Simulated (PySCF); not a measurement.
Frequency calculation, with input and output: SiFCl

- system: SiFCl, multiplicity 3
- method: UKS-based PBE0, Si def2-TZVP, F def2-TZVP, Cl def2-TZVP; non-relativistic Hamiltonian; density fitting (PySCF 2.14.0)

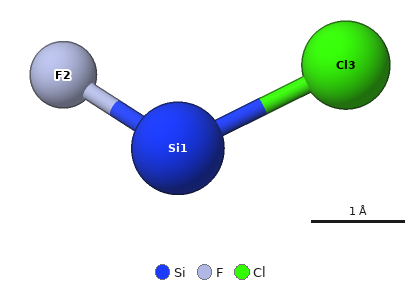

*The input geometry (ball-and-stick view, seen at a tilt; atoms are numbered from 1 in the order of the input).*

## The input
```python
from pyscf import gto, scf, dft
mol = gto.M(atom='''
Si    -0.605166     0.024337    -0.491755
F      0.379421    -0.015258    -1.754264
Cl     0.278086    -0.011183     1.347375''',
    basis={'Si': 'def2-TZVP', 'F': 'def2-TZVP', 'Cl': 'def2-TZVP'},
    charge=0, spin=2)
mf = dft.UKS(mol, xc='PBE0')
mf.grids.atom_grid = (75, 302)
aux = {'Si': 'def2-universal-JKFIT', 'F': 'def2-universal-JKFIT', 'Cl': 'def2-universal-JKFIT'}
mf = mf.density_fit(auxbasis=aux)
mf.conv_tol = 1e-09
mf.diis_space = 10
mf.max_cycle = 60
mf.verbose = 4
mf.kernel()
```

The script is an equivalent of the set-up of the self-consistent field. The run itself was carried out by a driver, which started from the orbitals of the step before it where there was one and computed the further properties.

Run on 4 threads of Arm Neoverse V1, 24 GiB of memory available, shared host.

Run as:
```bash
OMP_NUM_THREADS=4 python axn.py task.json out
```

## The program's output
```
init E= -849.224106822321
  alpha nocc = 21  HOMO = -0.191341346836332  LUMO = 0.0264958652109493
  beta  nocc = 19  HOMO = -0.370903996320189  LUMO = -0.168329126540371
  HOMO = -0.191341346836  LUMO = -0.16832912654  gap/eV = 0.62619
cycle= 1 E= -849.22410682232  delta_E= 9.09e-13  |g|= 9.59e-07  |ddm|= 1.42e-06
  alpha nocc = 21  HOMO = -0.191341466074995  LUMO = 0.0264957345888698
  beta  nocc = 19  HOMO = -0.370904006537631  LUMO = -0.168329199534824
  HOMO = -0.191341466075  LUMO = -0.168329199535  gap/eV = 0.62620
Extra cycle  E= -849.224106822323  delta_E= -2.73e-12  |g|= 9.59e-07  |ddm|= 1.23e-06
converged SCF energy = -849.224106822323  <S^2> = 2.0026103  2S+1 = 3.0017397
```

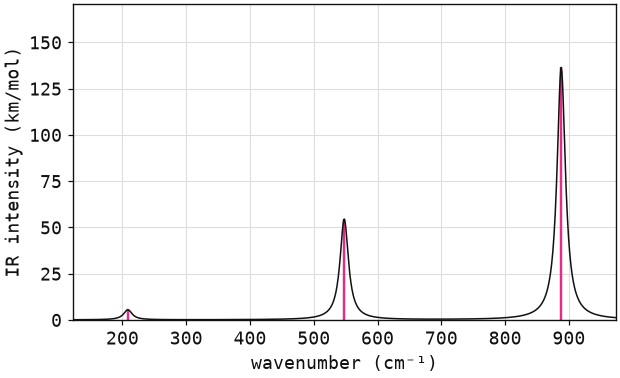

*Harmonic infrared spectrum, unscaled: sticks (degenerate modes added up, dark ones marked on the axis) with a Lorentzian envelope of 16 cm⁻¹ full width, scaled to the tallest stick.*

3 modes from 208 to 888 cm⁻¹, none imaginary. The strongest line is at 888 cm⁻¹ (136 km/mol). All modes, in cm⁻¹ (km/mol): 208 (5.5), 548 (54), 888 (136).

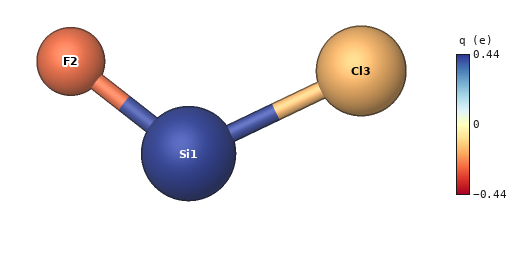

*Mulliken charges, as the colour of each atom (ball-and-stick view, seen on its broad side; atoms are numbered from 1 in the order of the input).*

By element: Si +0.42, F −0.26 and Cl −0.15 e.

## Summary

```json
{"quantity": "outcome", "value": "converged"}
{"quantity": "total energy", "value": "−849.224107 hartree"}
{"quantity": "⟨S²⟩", "value": "2.003"}
{"quantity": "zero-point energy", "value": "0.003745 hartree"}
{"quantity": "dipole moment", "value": "1.02 D"}
{"quantity": "wavenumbers, lowest and highest", "value": "208 and 888 cm⁻¹"}
{"quantity": "wall time", "value": "27 s (CPU time 86 s)"}
{"quantity": "peak memory", "value": "0.96 GiB"}
```
